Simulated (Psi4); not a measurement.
**CH3InO (In(CO)H3): an attempt with Psi4**

Wanted: a single-point energy of CH3InO (In(CO)H3).

The results are computed with Psi4 1.11.

## (1) Starting point

The species is CH3InO (6 atoms), typed as a singlet with charge 0. As SMILES, `[H][In]([H])([H])<-[C-]#[O+]`. Geometry: a GFN1-xTB relaxation, a rough one for these elements and not checked as a minimum.

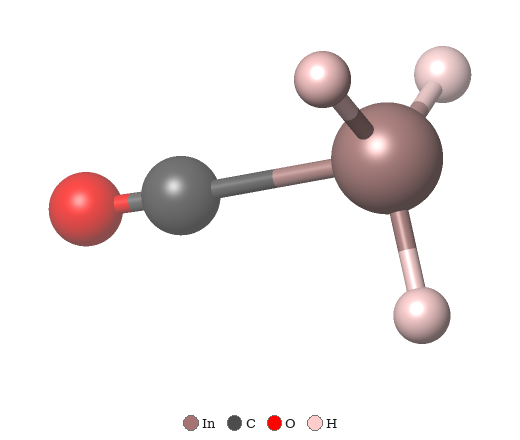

The structure, seen from a chosen angle (indium brown, carbon dark grey, oxygen red, hydrogen pink).

## (2) The run

input.in reads:

```
memory 1.6 GB

molecule {
  0 1
  In    -0.014220    -0.000860    -0.949190
  C      0.011440     0.017450     1.491920
  O      0.045080    -0.004700     2.611200
  H      1.683720     0.000680    -1.058710
  H     -0.869060     1.463800    -1.072380
  H     -0.856960    -1.476380    -1.022840
}

set {
  basis def2-SVPD
  reference rhf
  scf_type cd
  num_frozen_docc 6
  mp_type df
  qc_module detci
}

energy("mp2.5")
```

Launch:

```console
psi4 input.in input.out -n 1
```

input.out:

```text
Psi4 1.11 release

psi4.driver.p4util.exceptions.MissingMethodError: Method=mp2.5 is not available for any derivative level under conditions MP_TYPE=DF, REFERENCE=RHF, FREEZE_CORE=FALSE, QC_MODULE=DETCI. See Or did you mean? mp2 omp2.5 mp5 mp15 mp20 mp21 mp22 mp23 mp24 mp25 mp26 mp27 mp28 mp29 mp35 mp45 mp55 mp65 mp75 mp85 mp95 mp2-d mp2d

Printing out the relevant lines from the Psithon --> Python processed input file:
    core.set_global_option("REFERENCE", "rhf")
    core.set_global_option("SCF_TYPE", "cd")
    core.set_global_option("NUM_FROZEN_DOCC", 6)
    core.set_global_option("MP_TYPE", "df")
    core.set_global_option("QC_MODULE", "detci")
--> energy("mp2.5")

!----------------------------------------------------------------------------------!
!                                                                                  !
!  Method=mp2.5 is not available for any derivative level under conditions         !
!     MP_TYPE=DF, REFERENCE=RHF, FREEZE_CORE=FALSE, QC_MODULE=DETCI. See           !
! Or did you !
!     mean? mp2 omp2.5 mp5 mp15 mp20 mp21 mp22 mp23 mp24 mp25 mp26 mp27 mp28 mp29  !
!     mp35 mp45 mp55 mp65 mp75 mp85 mp95 mp2-d mp2d                                !
!                                                                                  !
!----------------------------------------------------------------------------------!

    Psi4 run time: 0:00:00.06
```

Run time: 0.8 s. Hardware: 1 thread of Intel Xeon 6975P-C (Granite Rapids), shared host; peak memory 0.13 GiB.

## (3) Diagnosis

The input was rejected.

The telling line is `Method=mp2.5 is not available for any derivative level under conditions`. The program turns down these settings as typed.
